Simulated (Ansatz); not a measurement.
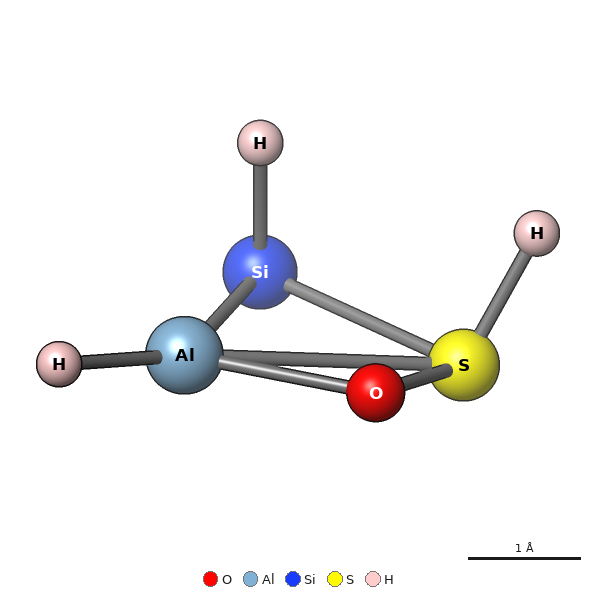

Depth is shown by fading: the farther an atom, the more it takes the colour of the background. The geometry was computed by an optimisation with PBE-D4/def2-SVP. No frequency run is at hand to confirm it as a minimum. Masses are those of the most abundant isotopes; constants are for the rigid equilibrium geometry.

### Classify the rotor and give the rotational constants (GHz).

An asymmetric top (C1): A = 4.26, B = 3.98, C = 2.12 GHz. Ray's parameter κ is 0.74, nearer the oblate limit.
